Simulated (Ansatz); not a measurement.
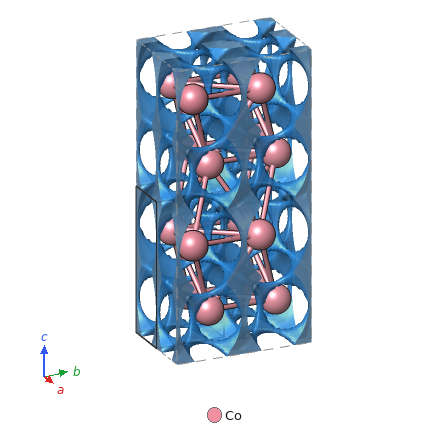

The blue surface encloses the points that the centre of a probe sphere of radius 0.10 Å can occupy in Co (P6_3/mmc), computed on a grid of about 0.10 Å (2×2×2 cells shown, view slightly off an axis; pale faces close the region where the box cuts it).

Hard-sphere model; touching radii (half the shortest distance): Co 1.25 Å.

The cell is taken from a calculation's input that goes back to an entry of the Crystallography Open Database (an earlier step may have relaxed or displaced it).

```
Co
1.0
     2.51900    0.00000    0.00000
    -1.25950    2.18152    0.00000
     0.00000    0.00000    4.09100
Co
2
Cartesian
  0.0000 1.4543 1.0228
  1.2595 0.7272 3.0682
```

Question: Describe the connectivity of the accessible space.

Answer: Where they connect, they form a three-dimensional network.

Question: What share of the cell can the probe's centre reach?

Answer: About 12 % of the volume (2.6 Å³ of 22.5 Å³).

Question: Give the largest included and the largest free sphere.

Answer: The largest sphere that fits anywhere has a diameter of 1.05 Å; the largest that can travel through the crystal, about 0.4 Å.

Question: How does the connectivity change as the probe shrinks?

Answer: Below a radius of about 0.20 Å the space forms a three-dimensional network. These are grid estimates, good to about 0.05 Å.
